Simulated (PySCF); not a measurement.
**Core-level calculation, with input and output: C2H6N2Si2**

The run: core-level calculation of C2H6N2Si2, SMILES C#C[SiH]1N[SiH2]N1. Method and program: delta-SCF UKS SCAN, pcX-2 on the ionised atom, pcseg-1 elsewhere, spin-free X2C (PySCF 2.14.0).

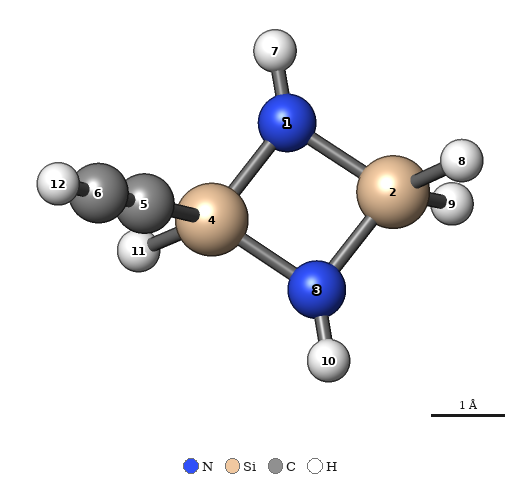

*The structure (ball-and-stick view, seen at a tilt; atoms are numbered from 1 in the order of the input).*

Bond lengths as drawn: C–C 1.22 Å, C–H 1.08 Å, C–Si 1.84 Å, H–N 1.01 Å, H–Si 1.49 to 1.50 Å and N–Si 1.74 to 1.75 Å.

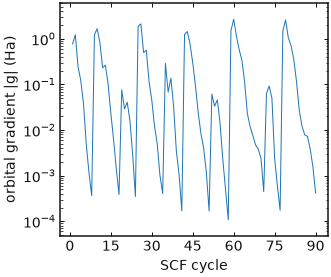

*Convergence of the self-consistent field: orbital gradient |g| against the SCF cycle.*

All cycles printed in the log are drawn one after another.

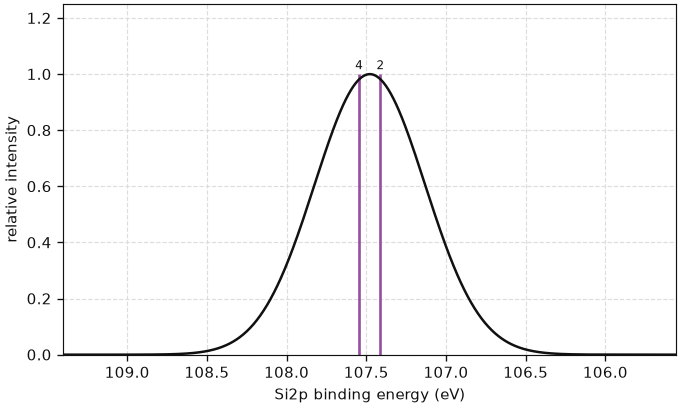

*Si2p binding energies by ΔSCF of the atoms computed, labelled by atom number, with a Gaussian envelope of 0.8 eV full width.*

They run from 107.41 eV (atom 2) to 107.54 eV (atom 4).

The input and output of the run follow.

**Input**
```
{"job": {"kind": "xps", "holes": 5}, "charge": 0, "multiplicity": 1}
N      0.015582    -1.433013    -0.022910
Si     0.227667    -0.966252     1.648548
N     -0.559228     0.532291     1.212631
Si    -0.725138     0.080824    -0.459585
C      0.236362     1.096663    -1.654529
C      0.855542     1.768197    -2.459984
H      0.386677    -2.190733    -0.575931
H      1.646763    -0.856701     2.113514
H     -0.499068    -1.800028     2.657107
H     -0.841856     1.345921     1.737090
H     -2.115161     0.020835    -0.994676
H      1.407377     2.361944    -3.167332
```

The first line tells a small driver script what to run in PySCF; the rest is the geometry in Å.

Launched with:
```bash
OMP_NUM_THREADS=1 python <driver script> task.json out
```

**What the program printed**
```
ground state, core basis on atom 1 (Si), 164 functions
  cycle   1  E = -769.34417841  |g| = 7.73e-01
  cycle   2  E = -769.10289001  |g| = 1.23e+00
  cycle   3  E = -769.46192593  |g| = 2.45e-01
  cycle   4  E = -769.47621143  |g| = 1.22e-01
  cycle   5  E = -769.47992506  |g| = 3.78e-02
  cycle   6  E = -769.48032101  |g| = 5.00e-03
  cycle   7  E = -769.48032481  |g| = 1.17e-03
  cycle   8  E = -769.48032894  |g| = 3.66e-04
  E(ground) = -769.51289123 Eh
hole in Si 2p of atom 1
  cycle   1  E = -765.20030144  |g| = 1.24e+00
  cycle   2  E = -763.53861045  |g| = 1.67e+00
[... 8 cycles left out ...]
  E(ion) = -765.56701210 Eh   <S^2> = 0.7520   hole on atom = 1.003   binding energy = 107.373 eV
  2p3/2 = 107.202 eV   2p1/2 = 107.829 eV
ground state, core basis on atom 2 (N), 153 functions
[... 6 cycles left out ...]
  E(ground) = -769.46685380 Eh
hole in N 1s of atom 2
[... 10 cycles left out ...]
  E(ion) = -754.62433276 Eh   <S^2> = 0.7653   hole on atom = 1.000   binding energy = 403.886 eV
ground state, core basis on atom 3 (Si), 164 functions
[... 7 cycles left out ...]
  E(ground) = -769.51505819 Eh
hole in Si 2p of atom 3
[... 10 cycles left out ...]
  E(ion) = -765.56408057 Eh   <S^2> = 0.7517   hole on atom = 1.003   binding energy = 107.512 eV
  2p3/2 = 107.336 eV   2p1/2 = 107.962 eV
ground state, core basis on atom 4 (C), 153 functions
[... 7 cycles left out ...]
  E(ground) = -769.45637510 Eh
hole in C 1s of atom 4
[... 13 cycles left out ...]
  E(ion) = -758.79510452 Eh   <S^2> = 0.8666   hole on atom = 1.000   binding energy = 290.108 eV
ground state, core basis on atom 5 (C), 153 functions
[... 6 cycles left out ...]
  E(ground) = -769.45529717 Eh
hole in C 1s of atom 5
[... 3 cycles left out ...]
  cycle   4  E = -758.45110544  |g| = 7.05e-01
  cycle   5  E = -758.64680051  |g| = 3.59e-01
  cycle   6  E = -758.69892101  |g| = 1.16e-01
  cycle   7  E = -758.70776165  |g| = 2.76e-02
  cycle   8  E = -758.70847072  |g| = 1.23e-02
  cycle   9  E = -758.70871417  |g| = 7.87e-03
  cycle  10  E = -758.70885017  |g| = 7.30e-03
  cycle  11  E = -758.70891683  |g| = 3.90e-03
  cycle  12  E = -758.70893759  |g| = 1.59e-03
  cycle  13  E = -758.70893992  |g| = 4.15e-04
  E(ion) = -758.78256540 Eh   <S^2> = 0.8564   hole on atom = 1.000   binding energy = 290.420 eV
```

**Summary**

- outcome: converged
- hardware: 1 CPU thread, shared host
- wall time: 77 s
- peak memory: 0.47 GiB

**Notes**

The core-hole state is spin-contaminated.
